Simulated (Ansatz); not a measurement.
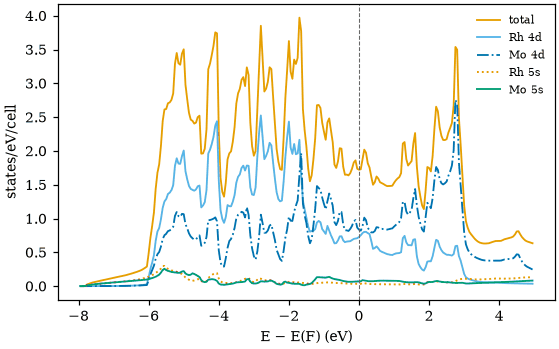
Total and projected density of states of MoRh in space group P-6m2 (No. 187; Mo on 1b, Rh on 1c), DFT-r²SCAN in the program Ansatz with PAW potentials

Task: Which orbitals carry the states next to the Fermi level?

Result: Within 0.5 eV of the Fermi level: Mo 4d 50 %, Rh 4d 40 %. Projections are on Löwdin-orthogonalised atomic valence shells; empty p or d shells of many metals are not among them.

Task: Where is the tallest occupied peak in this window, and what makes it?

Result: Near -1.7 eV, about 4.0 states/eV per cell; the largest projected share is Rh 4d.

The first step of the workflow began from a Materials Project structure, measured or hypothetical; the Crystallography Open Database copy checked does not list it. With Mo and Rh taken as one species the cell has the higher symmetry P6_3/mmc, so it may be an ordered model of a mixed-site phase. Whether it is the stable phase at ambient conditions was not checked. Symmetry was held in the r²SCAN relaxation; its stability against distortions is not shown here. No spin polarisation was allowed. Spin–orbit coupling is left out wherever it is not named.

Potentials: the later of the program's two PAW sets.
